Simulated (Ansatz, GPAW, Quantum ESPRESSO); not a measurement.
**Simulated XPS, UPS and emission spectra of PtCoO2**

What would valence photoemission of PtCoO2 look like, and what sets its shape?

Main program and level: Ansatz 0.2.0, Quantum ESPRESSO 7.5 and GPAW 26.7.0; DFT, PBEsol, plane-wave PAW, default files, scalar-relativistic, in the first sound run; inputs show where later runs differ.

## 1. The structure

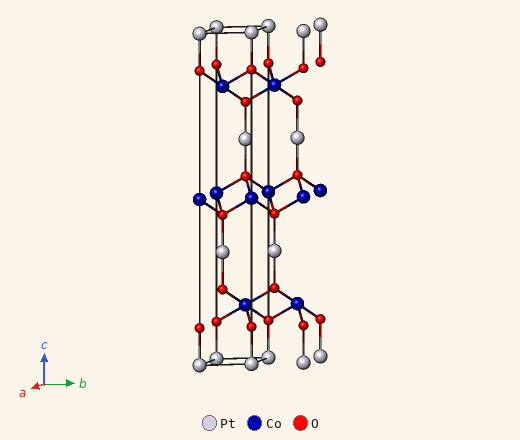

Start, viewed slightly off an axis; platinum light grey, cobalt blue, oxygen red. 1×2×1 cells are drawn. This picture shows the conventional cell, with its axes. Some periodic images of atoms are drawn too.

## 2. Self-consistent run, DOS and bands

The base run gives the projected DOS, from which the spectra are built. The DOS is taken on a denser mesh than the density.

File input.yaml:

```yaml
crystal:
  lattice:
    - [1.4122699173, 0.8153744169, 5.9393891094]
    - [-1.4122699173, 0.8153744169, 5.9393891094]
    - [0.0, -1.6307488338, 5.9393891094]
  atoms:
    - { symbol: Pt, position: [0.0, 0.0, 0.0] }
    - { symbol: Co, position: [0.5, 0.5, 0.5], spin: 2.0 }
    - { symbol: O, position: [0.11224403, 0.11224403, 0.11224403] }
    - { symbol: O, position: [0.88775597, 0.88775597, 0.88775597] }
magnetization:
  spin_polarized: true
kpoints:
  mp_grid: { grid: [14, 14, 14] }
  band_path:
    path:
      - [[0.0, 0.0, 0.0], [0.5, 0.5, 0.5], [0.820769, 0.179231, 0.5]]
      - [[0.5, -0.179231, 0.179231], [0.5, 0.0, 0.0], [0.0, 0.0, 0.0], [0.339615, -0.339615, 0.0]]
      - [[0.660385, 0.0, 0.339615], [0.5, 0.0, 0.5], [0.0, 0.0, 0.0]]
    npoints: 12
scf:
  occupations: { method: fermi_dirac, width: 0.05 }
  n_extra_bands: 12
hamiltonian:
  xc: pbesol
  pseudopotentials: { kind: paw }
output:
  forces: true
  stress: true
  dos:
    projected: true
    de: 0.05
    e_range: [-30, 12]
    nscf_kmesh: { grid: [24, 24, 24] }
  fatbands: true
  write_density: true
  write_potential: true
  elf: true
  volumetric_format: npy
```

Run with:

```sh
> ansatz run input.yaml --threads 4 --pin off --max-ram 8192MiB --backend cpu --events-out ev --progress --plain --runs-dir out
```

Numbers of over 12 decimals in the logs are rounded to 6 here.

Log:

```text
basis.fft_grid_basis auto: the FFT boxes are laid along the combinations [[1, -1, 0], [0, 1, 0], [0, -1, 1]] of the cell's own vectors, 2.825, 6.159 and 2.825 Å long. The dense box has 20×45×20 points. Along the cell's own vectors, as sized, it would have 45×45×45, 5.06 times as many. Of the 12 symmetry operations that the crystal satisfies within crystal.symmetry.tolerance (time reversal apart; of a slab, those that [...]
scf.n_extra_bands = 12 over 24 filled bands (N_el = 47.0): the run solves 36 bands
Engine: ansatz 0.2.0, aarch64-unknown-linux-gnu
Pseudopotentials: kind: paw
Pseudopotential: Pt, paw, valence charge 18, recommended cutoff 420 eV (normal), Pt.paw.azcp
Pseudopotential: Co, paw, valence charge 17, recommended cutoff 420 eV (normal), Co.paw.azcp
Pseudopotential: O, paw, valence charge 6, recommended cutoff 420 eV (normal), O.paw.azcp
Functional definition: PBEsol
  exchange = pbesol_x
  correlation = pbesol_c
Crystal: 4 atoms, lattice volume = 41.036 Å³
Basis set: ecut = 420 eV, 805 PW (Γ), FFT grids on a1−a2, a2, −a2+a3, exchange–correlation on 40×90×40 points (8 copies of the dense FFT grid, shifted against one another)
Bands: 36, of which v1, the nominal top of the filled ones, is band 24 counted from 1 (23 counted from 0)
Symmetry: 12 space group operations
Space group: R-3m (ITA 166), of the structure as read, at distance tolerance 3.4e-5 Å
Magnetic group: BNS 166.97 (UNI 1327), of the structure as read, at distance tolerance 3.4e-5 Å
k-points: 288 of 2744
Non-local potential: Pt, projectors of the file, l = 0: 3, l = 1: 2, l = 2: 2, l = 3: 1
Non-local potential: Co, projectors of the file, l = 0: 3, l = 1: 2, l = 2: 3, l = 3: 1
Non-local potential: O, projectors of the file, l = 0: 2, l = 1: 2, l = 2: 1
PAW form: soft (Blöchl's): semilocal exchange-correlation on the pseudo side does not see the compensation charge
PAW frozen core: Pt, regenerated for the run's functional, and the local potential with it (the file was generated under x = pbe(κ = 0.804, μ = 0.219515), c = pbe(β = 0.066725))
PAW frozen core: Co, regenerated for the run's functional, and the local potential with it (the file was generated under x = pbe(κ = 0.804, μ = 0.219515), c = pbe(β = 0.066725))
PAW frozen core: O, regenerated for the run's functional, and the local potential with it (the file was generated under x = pbe(κ = 0.804, μ = 0.219515), c = pbe(β = 0.066725))
PAW one-centre angular grid: Pt, 590 points (default); XC on 64 Gauss nodes
PAW one-centre angular grid: Co, 590 points (default); XC on 64 Gauss nodes
PAW one-centre angular grid: O, 110 points (default); XC on 64 Gauss nodes
Initial density: superposition of atomic densities (chi_scale 0.1, normalization cell, long waves kept (reshape's long-wave potential 0.28 eV rms))
Starting moments: Σ|m| = 2 μB on 1 of 4 sites
Initial wavefunctions: pseudopotential atomic-orbital guess
Functional: x = pbesol(κ = 0.804, μ = 0.123457), c = pbesol(β = 0.046)
SCF iter   1: F=—  HF=-18595.767082 eV  |F-HF|=—  |Δ(HF+E_count)|=         —  Δρ=1.84e-1 (↑1.06e-1 ↓1.84e-1)  dr2=5.32e0  dr2_m=6.64e0  M=0.048 μB ∫|m|=0.218 μB  β_m=0.30  ethr=3.10e-3  ⟨swp⟩=5.3  Hψ=82923  notcnv=0  defer=37
Mixer restart at iter 1: flushing history
preconditioner: auto → Kerker (q_TF=auto, 2.791 Å⁻¹)  [metal: Δε(μ)=0.002 eV  Ē_g=16.460 eV  σ=0.050 eV  W_gap=0.01  n_scr=16 (ndim 8)  ℏωp=32.3 eV  f_vac=0.000  D(μ)=0.89/eV (n_scr^D=2)]
spin=Collinear: Kerker preconditioning applied to the charge; magnetization (m = ρ↑ − ρ↓) channel mixes plain (no charge-response kernel on spin).
SCF iter   2: F=—  HF=-18596.645015 eV  |F-HF|=—  |Δ(HF+E_count)|=   8.78e-1  Δρ=1.17e-1 (↑9.24e-2 ↓1.17e-1)  dr2=1.69e0  dr2_m=3.52e0  M=0.030 μB ∫|m|=0.156 μB  β_m=0.61  ethr=3.10e-3  ⟨swp⟩=2.0  Hψ=33895  notcnv=0  defer=2701
SCF iter   3: F=—  HF=-18597.182462 eV  |F-HF|=—  |Δ(HF+E_count)|=   5.37e-1  Δρ=4.58e-2 (↑2.50e-2 ↓4.58e-2)  dr2=1.89e0  dr2_m=4.30e-2  M=0.033 μB ∫|m|=0.071 μB  β_m=0.52  ethr=3.10e-3  ⟨swp⟩=2.1  Hψ=33508  notcnv=0  defer=2686
SCF iter   4: F=—  HF=-18597.000281 eV  |F-HF|=—  |Δ(HF+E_count)|=   1.82e-1  Δρ=8.36e-3 (↑8.36e-3 ↓7.00e-3)  dr2=6.56e-2  dr2_m=6.41e-4  M=0.004 μB ∫|m|=0.021 μB  β_m=0.76  ethr=3.10e-3  ⟨swp⟩=2.1  Hψ=30236  notcnv=0  defer=2652
SCF iter   5: F=—  HF=-18597.005024 eV  |F-HF|=—  |Δ(HF+E_count)|=   4.74e-3  Δρ=5.99e-3 (↑5.99e-3 ↓5.34e-3)  dr2=2.96e-2  dr2_m=5.30e-5  M=0.001 μB ∫|m|=0.006 μB  β_m=0.88  ethr=1.40e-4  ⟨swp⟩=2.2  Hψ=36859  notcnv=0  defer=2528
SCF iter   6: F=—  HF=-18597.008402 eV  |F-HF|=—  |Δ(HF+E_count)|=   3.38e-3  Δρ=3.10e-3 (↑3.10e-3 ↓2.72e-3)  dr2=1.51e-2  dr2_m=2.04e-5  M=0.000 μB ∫|m|=0.002 μB  β_m=0.84  ethr=6.31e-5  ⟨swp⟩=2.7  Hψ=35277  notcnv=0  defer=2531
SCF iter   7: F=—  HF=-18597.006860 eV  |F-HF|=—  |Δ(HF+E_count)|=   1.54e-3  Δρ=4.88e-4 (↑4.37e-4 ↓4.88e-4)  dr2=3.57e-4  dr2_m=2.31e-5  M=0.000 μB ∫|m|=0.002 μB  β_m=0.92  ethr=3.21e-5  ⟨swp⟩=2.0  Hψ=23415  notcnv=0  defer=2531
SCF iter   8: F=—  HF=-18597.006941 eV  |F-HF|=—  |Δ(HF+E_count)|=   8.11e-5  Δρ=5.43e-4 (↑5.10e-4 ↓5.43e-4)  dr2=3.40e-4  dr2_m=1.86e-7  M=0.000 μB ∫|m|=0.000 μB  β_m=0.96  ethr=7.60e-7  ⟨swp⟩=2.5  Hψ=33458  notcnv=0  defer=2530
SCF iter   9: F=—  HF=-18597.006919 eV  |F-HF|=—  |Δ(HF+E_count)|=   2.24e-5  Δρ=1.58e-4 (↑6.03e-5 ↓1.58e-4)  dr2=1.68e-5  dr2_m=1.23e-6  M=-0.000 μB ∫|m|=0.000 μB  β_m=0.98  ethr=7.23e-7  ⟨swp⟩=2.0  Hψ=22801  notcnv=0  defer=2530
SCF iter  10: F=—  HF=-18597.006988 eV  |F-HF|=—  |Δ(HF+E_count)|=   6.88e-5  Δρ=6.85e-5 (↑3.31e-5 ↓6.85e-5)  dr2=3.52e-6  dr2_m=1.40e-7  M=-0.000 μB ∫|m|=0.000 μB  β_m=0.99  ethr=3.57e-8  ⟨swp⟩=1.0  Hψ=21004  notcnv=0  defer=2530
SCF iter  11: F=—  HF=-18597.006987 eV  |F-HF|=—  |Δ(HF+E_count)|=   3.03e-7  Δρ=1.01e-5 (↑1.01e-5 ↓7.86e-6)  dr2=1.10e-7  dr2_m=7.27e-10  M=-0.000 μB ∫|m|=0.000 μB  β_m=0.99  ethr=7.49e-9  ⟨swp⟩=1.8  Hψ=21429  notcnv=0  defer=2530
SCF iter  12: F=—  HF=-18597.006987 eV  |F-HF|=—  |Δ(HF+E_count)|=   4.62e-9  Δρ=1.31e-6 (↑1.20e-6 ↓1.31e-6)  dr2=5.34e-9  dr2_m=6.11e-11  M=-0.000 μB ∫|m|=0.000 μB  β_m=0.99  ethr=2.35e-10  ⟨swp⟩=2.0  Hψ=23047  notcnv=0  defer=2530
SCF iter  13: F=-18597.006987 eV  HF=-18597.006987 eV  |F-HF|=6.77e-9  |Δ(HF+E_count)|=  6.18e-10  Δρ=2.01e-6 (↑2.01e-6 ↓1.98e-6)  dr2=8.00e-9  dr2_m=2.84e-13  M=-0.000 μB ∫|m|=0.000 μB  ethr=1.14e-11  ⟨swp⟩=10.4  Hψ=126593  notcnv=0
SCF 1 converged in 13 iterations: F = -18597.006987 eV  dr2 = 8.00e-9
  greatest PAW one-centre occupation: 1.001 electrons in one spin orbital (limit 2), on the Co atom at site 1 (counted from 0), in its partial waves of l = 1
WARN: the starting moments were not kept: the SCF closed with an absolute magnetisation of 3.4e-7 μB, where they sum to 2 μB in size (1 site). That is at most 0.1 of that sum. Measured as dr2_m measures the in/out step, that magnetisation stands 3.1e-14 eV from none, at or under the dr2_threshold of 1.0e-7 eV: it is no larger than a step whose dr2_m would equal this threshold. The system may hold no moment; this SCF  [...]
NSCF: frozen V_eff on 87 k-points
NSCF: frozen V_eff on 1313 k-points
SCF converged after 13 iterations
Magnetization: -0.0000 μB (23.5000 up, 23.5000 down)
Absolute magnetization: 0.0000 μB (∫|ρ↑−ρ↓|, with the PAW one-centre terms)
Spin contamination: 0.0000 ħ² per cell (⟨S²⟩ above its minimum at these occupations)
Per-site moments (μB) at R_I (Å): [(-1.0269223223416883e-7, 0.824993), (-2.0608070467383775e-8, 0.782629), (5.618374582819944e-8, 0.782629), (5.6183745797527965e-8, 0.782629)]
Free energy (F): -18597.006987 eV
Harris-Foulkes:  -18597.006987 eV  (|F-HF|=6.77e-9)
Internal energy: -18596.998905 eV  (E = F + TS)
E sigma→0 (E₀):  -18597.002946 eV
Entropy (-TS):   -0.008082 eV (-2.021 meV/atom)
Fermi energy:    16.548051 eV
--- Per-component energies (eV) ---
  E_band       = -478.758290
  E_kinetic    = 1436.700784
  E_local      = -5686.987906  (includes V_loc(G=0)·N_el)
  E_nonlocal   = 757.373713
  E_hartree    = 2274.934347
  E_xc         = -561.472060
  E_vxc        = -690.982651  (∫ρ·V_xc dr)
  E_paw        = -11101.347489  (= ΣΔE_a)
  E_vpaw       = -844.740425  (= ΣTr[D̂ρ^β])
  E_aug_tail   = 0.004944  (compensation charges beyond the density's cutoff)
  E_ewald      = -5716.751213
  E_core_change = 0.545976  (= ΣΔE_core)
  E_smearing   = -0.008082  (= −TS)
  E_closure    = 0.000000  (closes the sum)
  Σ components = -18597.006987   (vs F -18597.006987, Δ=0.00e0)
--- Forces (eV/Å), atoms counted from 1 ---
  atom   1  Pt     0.00000000     0.00000000     0.00000000
  atom   2  Co     0.00000000    -0.00000000    -0.00000000
  atom   3  O      0.00000000    -0.00000000     0.02375514
  atom   4  O      0.00000000     0.00000000    -0.02375514
  max |Σ_I F_I| component: 9.25e-18 eV/Å
--- Stress (GPa, compression-positive) ---
       -3.822173       0.000000       0.000000
        0.000000      -3.822173       0.000000
        0.000000       0.000000      -5.228612
  P = ⅓ Tr σ = -4.2910 GPa (-42.910 kbar)
--- Band table (eV; the first three rows and the last of 576) ---
  k-point 0 ↑: bands = [... 20 lower, 14.5547, 14.8301, 14.8301, 14.9921, 18.3226, 18.3226, 19.1489, 21.7793, ... 8 higher]
  k-point 1 ↑: bands = [... 20 lower, 14.5717, 14.8303, 14.9518, 15.0229, 18.1977, 18.2726, 19.2367, 22.0986, ... 8 higher]
  k-point 2 ↑: bands = [... 20 lower, 14.5639, 14.8712, 15.1441, 15.2410, 17.9086, 18.1402, 19.4412, 22.9070, ... 8 higher]
  k-point 287 ↓: bands = [... 20 lower, 14.6563, 15.6543, 15.6828, 15.6828, 17.8873, 17.8873, 20.3674, 20.7791, ... 8 higher]
```

Run time: 45 s. Hardware: 4 threads of Arm Neoverse V2, shared host; peak memory 1.7 GiB.

This step gave:

- free energy: -18597.0070 eV
- energy at zero smearing: -18597.0029 eV
- smearing term TS: 0.008082 eV
- Fermi energy: 16.55 eV
- symmetry operations: 12
- pressure: -4.291 GPa
- zero of energy: Fermi level
- share of occupied states in no projected shell: 0.0066 of the occupied states in the window
- DOS at the Fermi level: 0.4786 states/eV/cell

Electronic bands along the path, in eV, zero at the Fermi level; # counts the bands kept:

| point | up #12 | up #13 | up #14 | up #15 | down #12 | down #13 | down #14 | down #15 |
| --- | --- | --- | --- | --- | --- | --- | --- | --- |
| Γ | -1.63 | -1.63 | -1.47 | 1.87 | -1.63 | -1.63 | -1.47 | 1.87 |
| T | -0.80 | -0.77 | -0.77 | 1.43 | -0.80 | -0.77 | -0.77 | 1.43 |
| H2 | -1.27 | -0.88 | 0.47 | 1.05 | -1.27 | -0.88 | 0.47 | 1.05 |
| jump to H0 | -1.27 | -0.88 | 0.47 | 1.05 | -1.27 | -0.88 | 0.47 | 1.05 |
| L | -0.91 | -0.04 | 1.03 | 1.25 | -0.91 | -0.04 | 1.03 | 1.25 |
| Γ | -1.63 | -1.63 | -1.47 | 1.87 | -1.63 | -1.63 | -1.47 | 1.87 |
| S0 | -1.27 | -0.86 | 0.45 | 1.08 | -1.27 | -0.86 | 0.45 | 1.08 |
| jump to S2 | -1.27 | -0.86 | 0.45 | 1.08 | -1.27 | -0.86 | 0.45 | 1.08 |
| F | -0.95 | -0.04 | 0.15 | 1.74 | -0.95 | -0.04 | 0.15 | 1.74 |
| Γ | -1.63 | -1.63 | -1.47 | 1.87 | -1.63 | -1.63 | -1.47 | 1.87 |

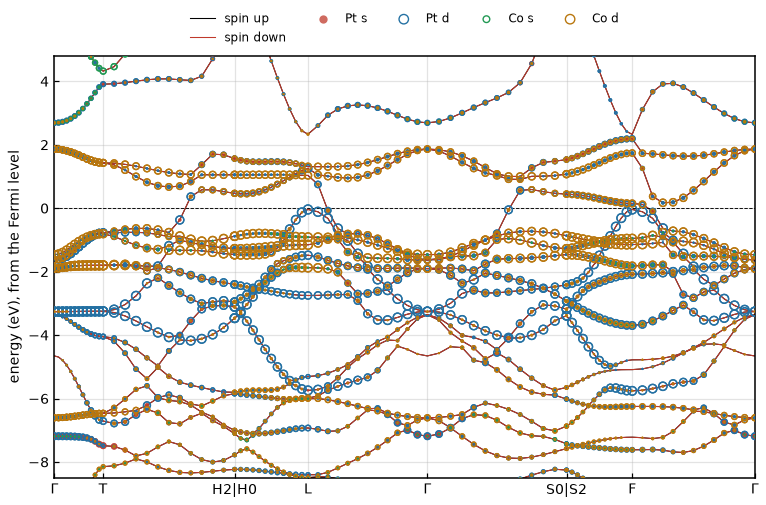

Electronic bands along the path; the two colours are the two spins; dots are coloured as in the legend, and their area grows with the weight.

The DOS has structure finer than the step of the table below, so its rows give means over 2.5 eV, whole bins alone (the curve runs from -23.1 to 11.9 eV). Peaks (eV: height): total -19.68: 7.27, -6.28: 6.23, -1.48: 7.25, -0.97: 9.65; O 2p -8.38: 2.50, -6.97: 2.07, -6.28: 3.70, -5.67: 2.16; Pt 5d -5.67: 1.74, -2.67: 2.99, -1.98: 3.43, -0.97: 1.24; Co 3d -1.77: 2.62, -1.48: 5.39, -0.97: 7.16, 1.02: 2.45; Pt 6s -19.98: 0.181, -6.28: 0.230, 4.03: 0.554, 7.62: 0.511.

* holds the states left over by the projection beside any projected weight of its own, shared among the starred shells. DOS against E, zero at the Fermi level; means over each step; 7 of 9 lines; values in states/eV/cell:

| E (eV) | total | O 2p | Pt 5d | Co 3d | Pt 6s | O 2s | Co 4s |
| --- | --- | --- | --- | --- | --- | --- | --- |
| -20.0 | 1.53 | 0.00895 | 0.0370 | 0.0565 | 0.0326 | 1.31 | 0.0769 |
| -17.5 | 0 | 0 | 0 | 0 | 0 | 0 | 0 |
| -15.0 | 0 | 0 | 0 | 0 | 0 | 0 | 0 |
| -12.5 | 0 | 0 | 0 | 0 | 0 | 0 | 0 |
| -10.0 | 0.244 | 0.158 | 0.0299 | 0.0251 | 0.0178 | 0.00174 | 0.0109 |
| -7.5 | 2.61 | 1.68 | 0.331 | 0.395 | 0.0983 | 0.0231 | 0.0541 |
| -5.0 | 2.77 | 1.51 | 0.825 | 0.284 | 0.0965 | 0.0155 | 0.00757 |
| -2.5 | 3.33 | 0.282 | 1.86 | 1.05 | 0.0770 | 0.00914 | 0.0114 |
| 0.0 | 3.07 | 0.490 | 0.604 | 1.80 | 0.0624 | 0.0719 | 0.00564 |
| 2.5 | 1.16 | 0.368 | 0.206 | 0.353 | 0.0942 | 0.0335 | 0.00900 |
| 5.0 | 0.464 | 0.0908 | 0.0692 | 0.0164 | 0.0887 | 0.0166 | 0.0207 |
| 7.5 | 0.577 | 0.0305 | 0.0113 | 0.00183 | 0.157 | 0.0215 | 0.0711 |
| 10.0 | 0.967 | 0.0395 | 0.00457 | 0.00188 | 0.0379 | 0.0251 | 0.167 |

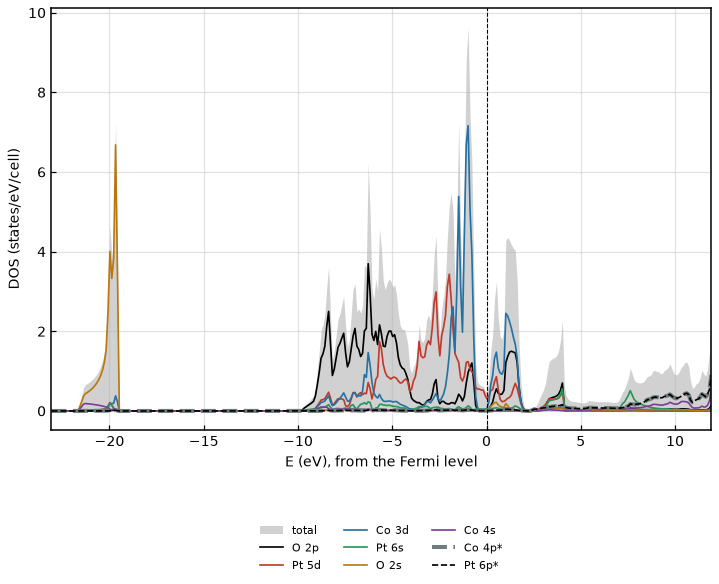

DOS against E.

Sums over each group's atoms; a table of it gives point samples, which can step over narrow peaks. Table of DOS of the group by E, zero at the Fermi level; values in states/eV:

| E (eV) | O3: O 2p | Pt1: Pt 5d | Co2: Co 3d | Pt1: Pt 6s | O3: O 2s | Co2: Co 4s |
| --- | --- | --- | --- | --- | --- | --- |
| -22.5 | 0 | 0 | 0 | 0 | 0 | 0 |
| -20.0 | 0.0195 | 0.159 | 0.147 | 0.128 | 3.30 | 0.0612 |
| -17.5 | 0 | 0 | 0 | 0 | 0 | 0 |
| -15.0 | 0 | 0 | 0 | 0 | 0 | 0 |
| -12.5 | 0 | 0 | 0 | 0 | 0 | 0 |
| -10.0 | 0.00142 | 1.6e-4 | 2.4e-4 | 4.2e-4 | 0 | 7.9e-5 |
| -7.5 | 1.51 | 0.185 | 0.344 | 0.0605 | 0.0328 | 0.0433 |
| -5.0 | 1.92 | 0.822 | 0.236 | 0.125 | 0.0195 | 0.00660 |
| -2.5 | 0.339 | 1.94 | 0.321 | 0.0782 | 0.0114 | 0.00419 |
| 0.0 | 0.0334 | 0.361 | 0.0989 | 0.0517 | 0.0186 | 3.5e-4 |
| 2.5 | 0.00659 | 0.00807 | 0.00269 | 0.00225 | 7.7e-4 | 1.8e-4 |
| 5.0 | 0.0141 | 0.0147 | 0.00224 | 0.0307 | 0.00910 | 0.0184 |
| 7.5 | 0.0549 | 0.0246 | 0.00298 | 0.384 | 0.0308 | 0.0659 |
| 10.0 | 0.0412 | 0.00415 | 0.00197 | 0.0287 | 0.0249 | 0.176 |

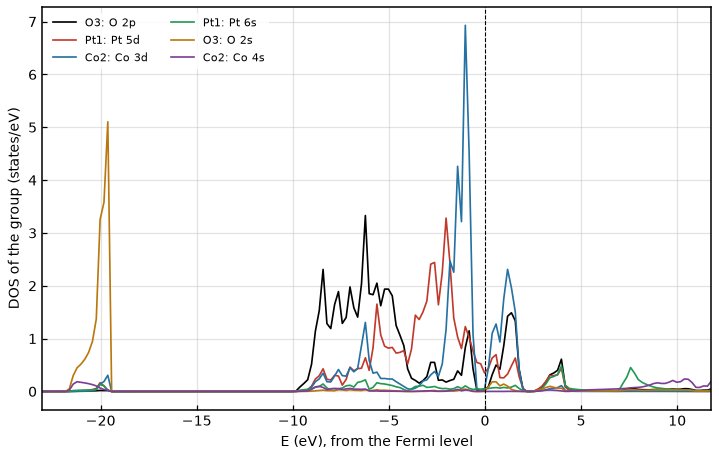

DOS of the group, plotted against E.

This run's widths, added to any smearing of the DOS itself: Gaussian 0.15 eV, Lorentzian 0.1 eV plus 0.08 an eV of depth. Table of intensity by binding energy, zero at the Fermi level; values in % of the maximum within 13 eV:

| binding energy (eV) | 21.2 eV | 150 eV | 1486.7 eV | 5414.7 eV | 5950 eV |
| --- | --- | --- | --- | --- | --- |
| 0.0 | 11.8 | 3.48 | 11.2 | 11.3 | 11.3 |
| 2.5 | 77.7 | 12.5 | 72.5 | 76.9 | 77.0 |
| 5.0 | 70.8 | 13.1 | 33.5 | 34.1 | 34.2 |
| 7.5 | 47.6 | 12.7 | 14.7 | 12.7 | 12.8 |
| 10.0 | 5.83 | 1.49 | 2.11 | 1.94 | 1.95 |
| 12.5 | - | 0.416 | 0.741 | 0.617 | 0.617 |
| 15.0 | - | 0.409 | 0.832 | 0.602 | 0.600 |
| 17.5 | - | 1.11 | 2.39 | 1.55 | 1.54 |
| 20.0 | - | 8.18 | 18.0 | 11.4 | 11.3 |
| 22.5 | - | 1.19 | 2.72 | 1.83 | 1.82 |

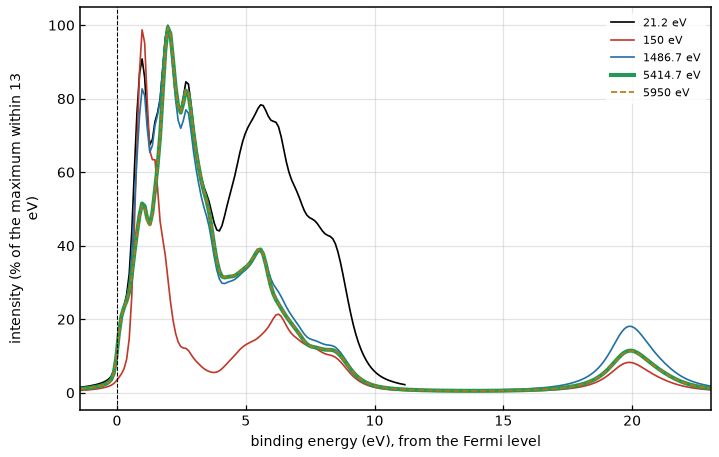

Intensity against binding energy.

Maxima picked by a test of local sharpness, so broad peaks and shoulders can be missing; peaks within 0.45 eV of a curve's cut are left out. Valence peaks, by row:

| photon energy (eV) | binding energy (eV) | height (% of the maximum within 13 eV) | main shell | its share (%) |
| --- | --- | --- | --- | --- |
| 21.2 | 5.6 | 78.45 | O 2p | 56.59 |
| 21.2 | 2.7 | 85.22 | Pt 5d | 82.17 |
| 21.2 | 2 | 100 | Pt 5d | 84.27 |
| 21.2 | 0.95 | 90.87 | Pt 5d | 41.56 |
| 150 | 19.9 | 8.29 | O 2s | 86.95 |
| 150 | 6.25 | 21.45 | Co 3d | 55.81 |
| 150 | 1.45 | 64.28 | Co 3d | 95.17 |
| 150 | 1 | 100 | Co 3d | 95.2 |
| 1487 | 19.9 | 18.13 | O 2s | 89.22 |
| 1487 | 5.55 | 38.7 | Pt 5d | 85.42 |
| 1487 | 2.7 | 77.38 | Pt 5d | 94.17 |
| 1487 | 1.95 | 100 | Pt 5d | 86.41 |
| 1487 | 1 | 83.56 | Co 3d | 50.08 |
| 5415 | 19.95 | 11.49 | O 2s | 82.36 |
| 5415 | 5.55 | 39.12 | Pt 5d | 93.92 |
| 5415 | 2.7 | 82.7 | Pt 5d | 97.93 |
| 5415 | 2 | 100 | Pt 5d | 97.46 |
| 5415 | 1 | 51.91 | Pt 5d | 85.32 |
| 5950 | 19.95 | 11.39 | O 2s | 81.83 |
| 5950 | 5.55 | 39.22 | Pt 5d | 93.8 |
| 5950 | 2.7 | 82.83 | Pt 5d | 97.91 |
| 5950 | 2 | 100 | Pt 5d | 97.6 |
| 5950 | 1 | 51.33 | Pt 5d | 86.41 |

(Continued in part 2 of 9.)

[Logs are printed without paths, hosts, clocks, repeated set-up lines and the standing remarks that a program may print on its own settings, such as how far it seeks lower states.]

[Hosts, paths, dates, database ids (printed as entryN), source tags and the programs' standing remarks are cut or masked in the printed files.]

[Maps of the electrostatic potential energy from Ansatz leave out the sawtooth potential of an applied field or a dipole correction, so their vacuum need not be flat; work functions include it.]

[Peak lists hold at most the 14 tallest peaks of each spectrum; further lines can be left out.]
